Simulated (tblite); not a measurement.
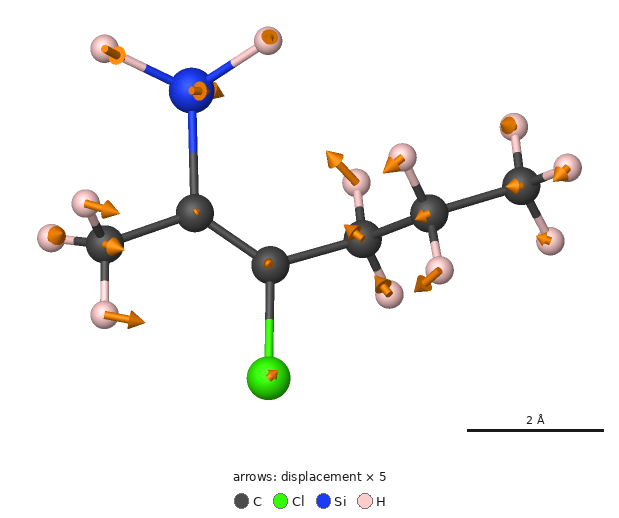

A relaxation of C$_{6}$H$_{13}$ClSi. The starting structure is drawn; orange arrows show the displacements, magnified 5 times. The two geometries are superimposed by the best rigid fit.

A ball-and-stick model, seen at a tilt.

All numbers below come from tblite, GFN2-xTB geometry optimisation, gas phase. 

**Which element moves most?**

Hydrogen: up to 0.15 Å, against 0.08 Å for silicon.

**What happened in the run?**

An H atom moves most after the best rigid fit: 0.15 Å. Largest moves by element: H 0.15 Å, Si 0.08 Å, C 0.08 Å, Cl 0.04 Å. Near-neighbour distances that change, for instance: C–C 1.357 → 1.328 Å, H–Si 1.491 → 1.464 Å, C–C 1.518 → 1.495 Å, C–H 1.113 → 1.090 Å. Among the angles between lasting bonds that change: H–C–H 103.8° → 108.3°, C–C–Si 111.9° → 115.6°, H–C–H 106.0° → 108.6°. Over 61 geometry steps the energy falls by 0.132 eV. Cost: 0.45 s on 1 thread of Arm Neoverse V2 (shared host).
